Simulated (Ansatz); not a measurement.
System: C$_{6}$H$_{15}$AlO$_{3}$ (SMILES CC[O][Al]([O]CC)[O]CC).

```yaml
atoms:
  - { symbol: C, position_ang: [1.1850, -2.6544, -1.3918] }
  - { symbol: C, position_ang: [0.7210, -2.8175, 0.0392] }
  - { symbol: O, position_ang: [-0.0649, -1.7381, 0.4710] }
  - { symbol: Al, position_ang: [0.1836, -0.0799, 0.5964] }
  - { symbol: O, position_ang: [-1.0619, 0.9174, 1.1279] }
  - { symbol: C, position_ang: [-2.4043, 0.6993, 1.4746] }
  - { symbol: C, position_ang: [-3.2097, 0.1383, 0.3230] }
  - { symbol: O, position_ang: [1.6848, 0.5786, 0.2211] }
  - { symbol: C, position_ang: [2.1943, 1.8857, 0.1819] }
  - { symbol: C, position_ang: [1.4447, 2.7645, -0.7956] }
  - { symbol: H, position_ang: [1.8128, -1.7648, -1.4931] }
  - { symbol: H, position_ang: [1.7695, -3.5218, -1.7101] }
  - { symbol: H, position_ang: [0.3284, -2.5552, -2.0635] }
  - { symbol: H, position_ang: [1.5910, -2.9396, 0.6974] }
  - { symbol: H, position_ang: [0.1187, -3.7283, 0.1346] }
  - { symbol: H, position_ang: [-2.8272, 1.6590, 1.7931] }
  - { symbol: H, position_ang: [-2.4688, 0.0203, 2.3348] }
  - { symbol: H, position_ang: [-4.2565, 0.0075, 0.6104] }
  - { symbol: H, position_ang: [-3.1731, 0.8139, -0.5353] }
  - { symbol: H, position_ang: [-2.8165, -0.8355, 0.0180] }
  - { symbol: H, position_ang: [2.1614, 2.3360, 1.1826] }
  - { symbol: H, position_ang: [3.2502, 1.8240, -0.1056] }
  - { symbol: H, position_ang: [1.4868, 2.3406, -1.8021] }
  - { symbol: H, position_ang: [0.3961, 2.8595, -0.5003] }
  - { symbol: H, position_ang: [1.8811, 3.7664, -0.8284] }
```

Geometry: PBE0-D4/def2-TZVP.

These are results of RKS PBE0-D4/def2-TZVPP (Ansatz), not measurements.

> Predict the electron density and electron localisation function between the atoms.

C–O (1.40 Å): the density is about 2.1 e/Å³ at the midpoint, with its minimum of 1.7 e/Å³ about 0.5 Å from C; the ELF peaks at about 0.85 between the atoms: a shared but strongly polarised pair.
Al–O (1.68 Å): the density is about 0.92 e/Å³ at the midpoint; the ELF peaks at about 0.85 in the valence shell of O, 0.6 Å from its nucleus, and is about 0.30 at the midpoint.
C–H (1.10 Å): ρ at the midpoint is about 2 e/Å³; the ELF climbs to about 1 towards the hydrogen, as it does in any bond to H (an ordinary covalent bond to hydrogen).

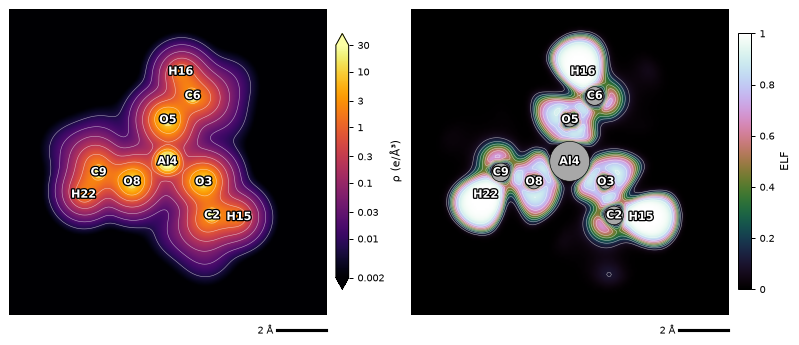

Computed electron density and electron localisation function on the plane of atoms O5, Al4 and O8, in this order. Grey discs cover the atomic cores in the ELF map. 
